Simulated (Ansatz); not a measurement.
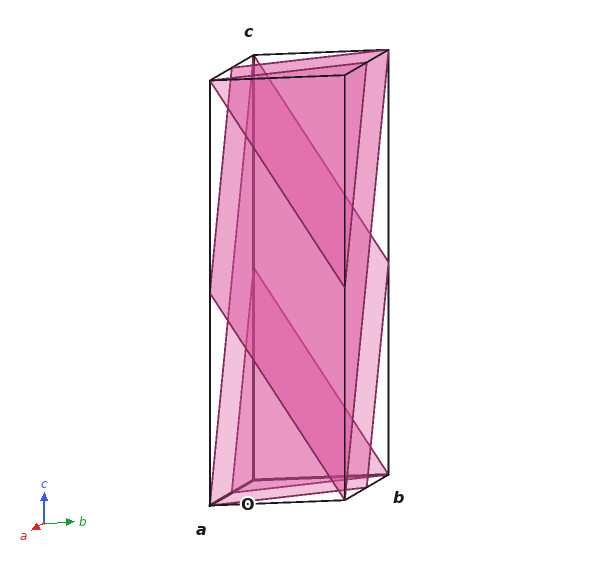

Crystal: Lu, the geometry relaxed at fixed volume with DFT HSE06, scalar-relativistic, plane waves, PAW in Ansatz 0.2.0; the starting structure was generated, so it need not be a known form of this composition. Every member of one family of equally spaced planes, hx + ky + lz = a whole number, that cuts the unit cell is shaded (one member passes through the origin O, touching the cell only at an edge or corner). All values are computed from the atomic coordinates in the standard setting (tolerance 0.002 Å).

a = 3.553 Å, b = 3.553 Å, c = 11.181 Å, α = 90.00°, β = 90.00°, γ = 120.00°.

### Which (hkl) family is drawn?

(2 1 2), in four indices (2 1 −3 2); the opposite sign names the same planes. The member next to the origin meets the axes a at 1/2, b at 1, c at 1/2.

### What is the spacing?

d = 1.139 Å.

### The space group is P6_3/mmc, No. 194. How many reflections hkl are equivalent to this one (itself included), and does it occur?

24 reflections are equivalent in the Laue class 6/mmm. The space group allows the reflection.
